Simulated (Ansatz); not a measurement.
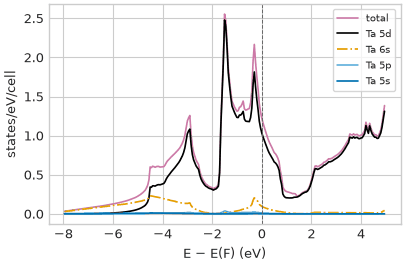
*Total and projected density of states of Ta (bcc (W type), Im-3m), r²SCAN in the plane-wave PAW code Ansatz*

Which orbitals carry the states next to the Fermi level?

Within 0.5 eV of the Fermi level: Ta 5d 85 %, Ta 6s 8 %, outside the projected shells 6 %. Projections are on Löwdin-orthogonalised atomic valence shells; empty p or d shells of many metals are not among them.

Where is the tallest occupied peak in this window, and what makes it?

Near -1.5 eV, about 2.6 states/eV per cell; the largest projected share is Ta 5d.

The cell was relaxed with r²SCAN under the symmetry of its start. The run is not spin-polarised. Scalar-relativistic: spin–orbit coupling is off unless named, which matters more the heavier the elements.

Potentials: the earlier of the program's two PAW sets.
